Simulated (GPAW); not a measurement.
# Surface energy and work function of Cu(110) from slabs of 4 to 14 layers (LDA)

How do energy and work function of Cu(110) films settle with thickness, and what surface energy follows?

**Method.** GPAW 26.7.0, plane waves at 450 eV with PAW setups; symmetric 1×1 slabs cut at the tabulated lattice constant (two decimals; low-temperature values for the alkali metals), atoms at bulk places, 7.5 Å of vacuum on each side, one in-plane mesh for all thicknesses, Fermi-Dirac smearing of 0.1 eV. Energies are extrapolated to zero smearing and count from the program's reference atoms. Functional LDA. The cell's area is 9.215 Å².

The runs, one held back:

```tsv
layers	energy (eV)	work function (eV)
4	−15.8790	4.76
5	−20.5122	4.68
6	−25.0741	4.76
7	−29.7073	4.67
8	−34.2830	4.76
9	−38.9072	4.65
10	−43.4902	4.76
11	−48.1026	4.66
12	−52.6961	4.75
14	?	?
```

To predict: What surface energy do these runs give, and what energy and work function should the 14-layer slab have?

**Working.** A slab of n layers has E(n) = nε + 2Aγ once its middle is bulk-like. A line through n = 6 to 12 has the slope ε = −4.6023 eV a layer and the intercept 2Aγ = 2.5262 eV (r.m.s. residual 10.8 meV). So γ = 2.5262 / (2 × 9.215 Å²) = 0.1371 eV/Å² = 2.20 J/m², with a standard error of about 0.02 J/m² from the scatter about the line. For 14 layers: 2.5262 + 14 × (−4.6023) = −61.906 eV; the run gives −61.893 eV, 12.7 meV over the line. The work function has no such law: from 6 to 12 layers it moves between 4.65 and 4.76 eV (mean 4.72), and the 14-layer slab gives 4.74 eV. The thinnest slab, 4 layers, lies +0.04 eV from that mean. The values go up and down with thickness, as expected where levels confined across the film cross the Fermi level one by one. The measured value for this face is 4.56 eV (“Anisotropic work function of elemental crystals” (2019, arxiv:1902.07811)); the unrelaxed 14-layer slab lies 0.18 eV over it.

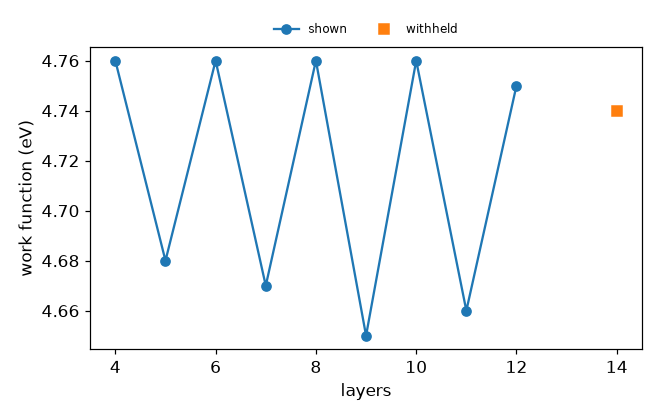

Work function against thickness.

Caveats: The surfaces are unrelaxed, so γ is an upper bound for this functional and lattice constant. The tabulated lattice constant isn't the functional's own, which strains the slab a little.

[Logs are printed without paths, hosts, clocks, repeated set-up lines and the standing remarks that a program may print on its own settings, such as how far it seeks lower states.]
